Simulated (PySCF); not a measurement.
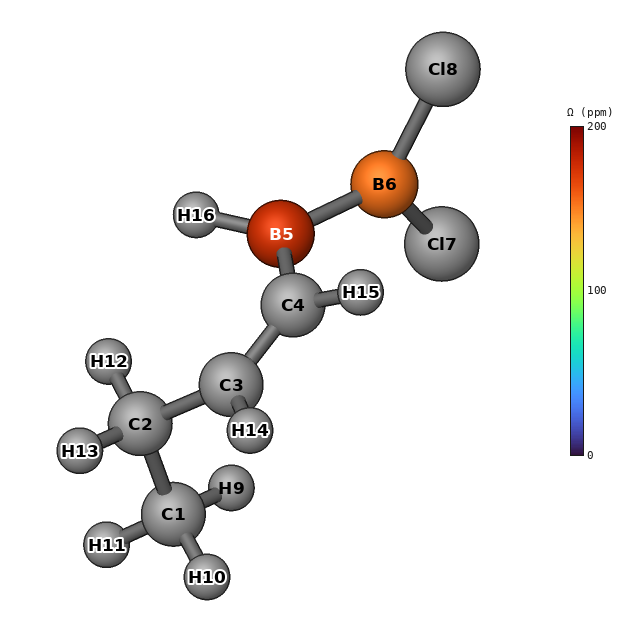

The B atoms are coloured by the span of their shielding tensor. Computed geometry: GFN2-xTB optimisation. No frequency run is at hand to confirm it as a minimum. Level of theory: GIAO PBE0/pcSseg-1 NMR shielding, non-relativistic, gas phase (PySCF 2.14.0). Principal shieldings σ11 ≤ σ22 ≤ σ33, span Ω = σ33 − σ11, skew κ = 3(σiso − σ22)/Ω.

Question. Which B atom has the most anisotropic shielding?

Answer. B5, with a span of 174 ppm.

Give the shielding tensors of the B atoms.

```
atom    σ11    σ22    σ33  σiso      Ω      κ
  B5  −43.3  −10.1  130.3  25.6  173.6   0.62
  B6  −50.7   29.4  101.7  26.8  152.4  −0.05
```

Shieldings and span in ppm.

The geometry is semi-empirical. Around B such bond lengths and angles can be off by a tenth of an ångström or more and by several degrees, and values that hang on the shape move with them.
